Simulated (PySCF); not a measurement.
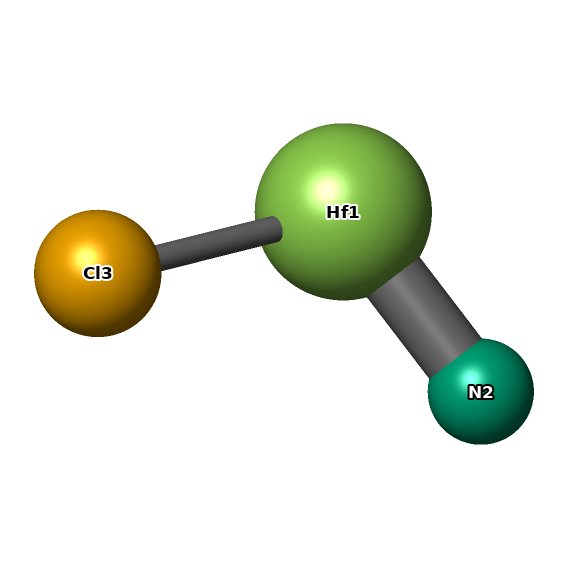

The thickness of each stick grows with its Mayer bond order. Charge 0, singlet. The computed structure is the end point of a PBE0/def2-TZVP with core potentials optimisation. Level of theory: PBE0/def2-TZVP, core potentials on Hf (PySCF 2.14.0).

List the Mayer bond orders of Hf1–N2, Hf1–Cl3.

```
   bond  Mayer order  length (Å)
 Hf1–N2         3.04       1.725
Hf1–Cl3         1.02       2.381
```

The search tried a few shapes and spins; others may lie lower.
